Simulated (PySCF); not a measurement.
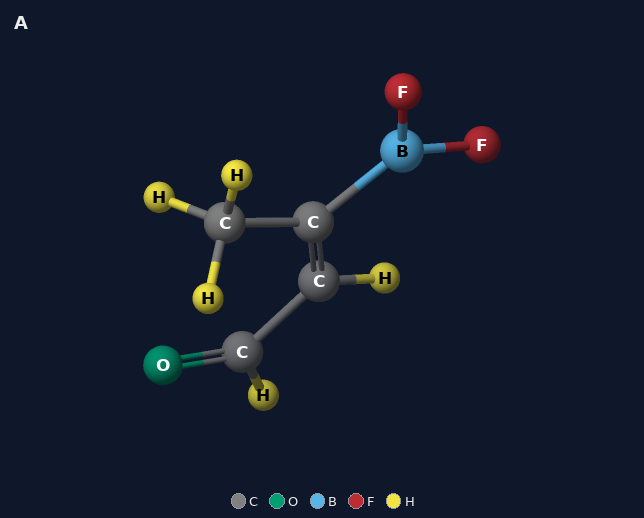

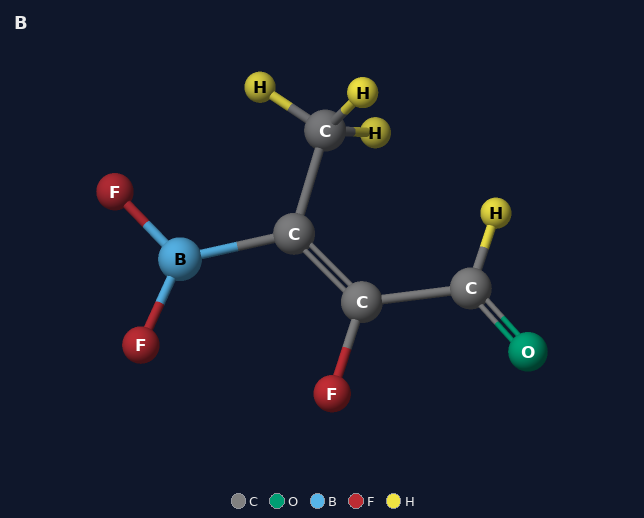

Two related species, optimised with GFN2-xTB; properties computed with PySCF 2.14.0. Both: charge 0, singlet.

What are A and B?

A is C4H5BF2O (C/C(=C\C=O)B(F)F), B is C4H4BF3O (C/C(B(F)F)=C(/F)C=O).

Compare them. With CAM-B3LYP/def2-SVPD: dipole moment (D), HOMO–LUMO gap (eV), HOMO energy (Kohn–Sham orbital) (eV), lowest vertical singlet excitation (eV), mean static polarisability (bohr³). With GFN2-xTB: mean B–C length (Å), mean B–F length (Å).

```json
{"quantity": "dipole moment (D)", "A": "1.07", "B": "3.82"}
{"quantity": "HOMO–LUMO gap (eV)", "A": "7.41", "B": "7.64"}
{"quantity": "HOMO energy (Kohn–Sham orbital) (eV)", "A": "−9.25", "B": "−9.74"}
{"quantity": "lowest vertical singlet excitation (eV)", "A": "3.24", "B": "3.45"}
{"quantity": "mean static polarisability (bohr³)", "A": "65.6", "B": "67.7"}
{"quantity": "mean B–C length (Å)", "A": "1.566", "B": "1.570"}
{"quantity": "mean B–F length (Å)", "A": "1.317", "B": "1.314"}
```

Each is one conformer, and no frequency run is at hand to confirm it as a minimum.

The geometry is semi-empirical. Around B such bond lengths and angles can be off by a tenth of an ångström or more and by several degrees, and values that hang on the shape move with them.
